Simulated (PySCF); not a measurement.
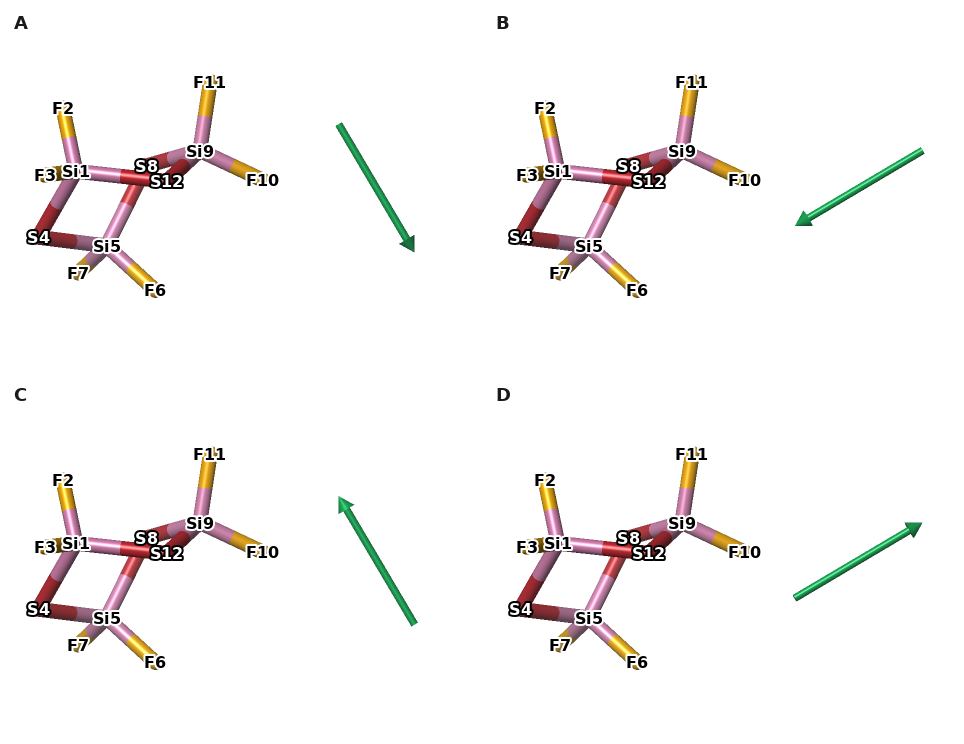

The same molecule four times, each with an arrow. Computed geometry: PBE0-D3(BJ)/def2-SVP optimisation. No frequency run is at hand to confirm it as a minimum. Method: PBE0/pcSseg-1, gas phase (PySCF 2.14.0).

Which arrow points along the dipole moment, from the negative to the positive end?

Answer. B. The dipole moment is 0.53 D; it points from the side of F10, F11 to the side of S4 (the outermost atoms at the two ends).
